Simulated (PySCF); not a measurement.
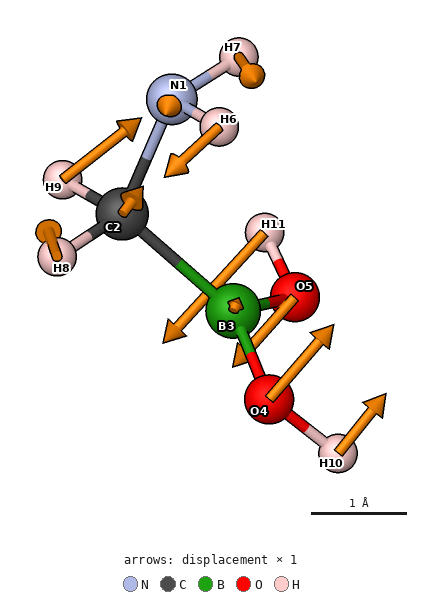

A relaxation of CH6BNO2. The starting structure is drawn; orange arrows show the displacements, at their true length. The two geometries are superimposed by the best rigid fit.

Style: ball-and-stick. Shown from a free direction.

The start comes from GFN2-xTB. Its atoms were then displaced at random by about 0.01 Å.

Level of theory: PBE0-D3(BJ)/def2-SVP geometry optimisation, gas phase (PySCF 2.14.0, density-fitted response routines). 

Question: Atoms of which element are displaced furthest, and by how much?

Answer: Hydrogen: up to 1.60 Å, against 1.06 Å for oxygen.

Question: Describe the change and its energy.

Answer: H11 moves most after the best rigid fit: 1.60 Å. By element the largest moves are H 1.60 Å, O 1.06 Å, C 0.44 Å, N 0.37 Å, B 0.18 Å. Among the contacts that change: C2–B3 1.626 → 1.585 Å, B3–O4 1.318 → 1.359 Å, N1–C2 1.489 → 1.460 Å, O4–H10 0.987 → 0.964 Å. Bond angles that change, for instance: N1–C2–H8 104.5° → 108.7°, N1–C2–B3 113.4° → 117.5°, B3–O5–H11 117.2° → 113.2°. Groups turn about C2–B3 by about 90°. The energy falls by 5.29 kcal/mol in 23 geometry steps. Cost: 76 s on 1 thread of Arm Neoverse V1 (shared host).
